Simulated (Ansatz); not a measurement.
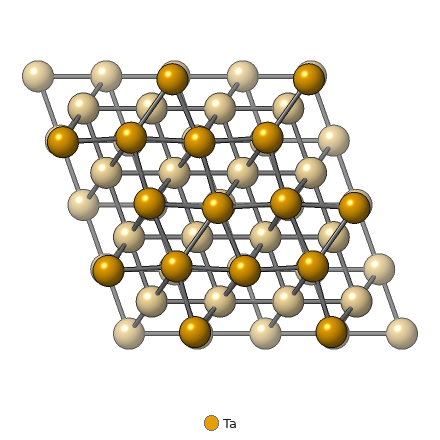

The system is Si on a Ta(110) slab cut from the Im-3m phase, its upper half relaxed before the scan (12 atoms of substrate and one adsorbate in a 2 × 2 cell); the picture shows it without the atoms that are moved over the map. Si is moved over the surface cell; relaxed at each place: the height of the adsorbate's atoms and the top layer of the substrate; the origin of the map has the adsorbate above Ta9. Places are given modulo a cell vector. The map is drawn in real space over the plane of the surface. The scan uses a 6 × 6 grid; 13 points were computed and 23 follow by symmetry. Places are given in fractions of the 1 × 1 surface cell. All energies are given in eV relative to the lowest grid point. Level of theory: DFT LDA, scalar-relativistic, plane waves, PAW (Ansatz). Settings: cutoff 420 eV, k-mesh 5×5×1, gaussian smearing 0.1 eV, no spin polarisation.

Range: position of Si13 along the first surface vector from 0.000 to 0.833; position of Si13 along the second surface vector from 0.000 to 0.833.

What landscape does the calculation give?

The lowest grid point is at a bridge site between two Ta atoms, over a second-layer Ta atom, (3/6, 3/6) of the cell vectors. No other kind of well shows on this grid. The highest grid point, the top site over a surface Ta atom, (0/6, 0/6) of the cell vectors, lies 1.36 eV above the lowest. On the interpolated surface the easiest way out of the lowest well to its copy in the next cell or period passes a barrier of about 0.76 eV. At the lowest point the adsorbate has 2 Ta at 2.48 Å as nearest neighbours, at the highest 1 Ta at 2.39 Å. Its relaxed height above the top atom is 1.76 Å at the lowest and 2.30 Å at the highest point.

| second ↓, first → | 0/6 | 1/6 | 2/6 | 3/6 | 4/6 | 5/6 |
| --- | --- | --- | --- | --- | --- | --- |
| 5/6 | 1.25 | 1.05 | 0.69 | 0.56 | 0.78 | 1.14 |
| 4/6 | 0.92 | 0.69 | 0.32 | 0.18 | 0.40 | 0.78 |
| 3/6 | 0.76 | 0.56 | 0.18 | 0.00 | 0.18 | 0.56 |
| 2/6 | 0.92 | 0.78 | 0.40 | 0.18 | 0.32 | 0.69 |
| 1/6 | 1.25 | 1.14 | 0.78 | 0.56 | 0.69 | 1.05 |
| 0/6 | 1.36 | 1.25 | 0.92 | 0.76 | 0.92 | 1.25 |

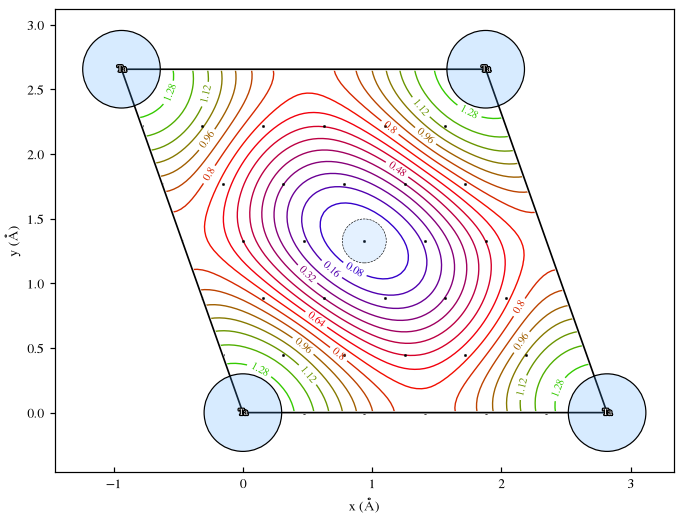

Drawn: contour lines labelled in eV, dots at the grid points, labelled circles for the atoms of the top layer and small ones for the second layer, the outline of one cell of the plane. Between grid points the surface is interpolated.

The whole map (13 points run) took 42 min on 4 threads of Arm Neoverse N1 (shared host).

PAW datasets: the set soft_1.
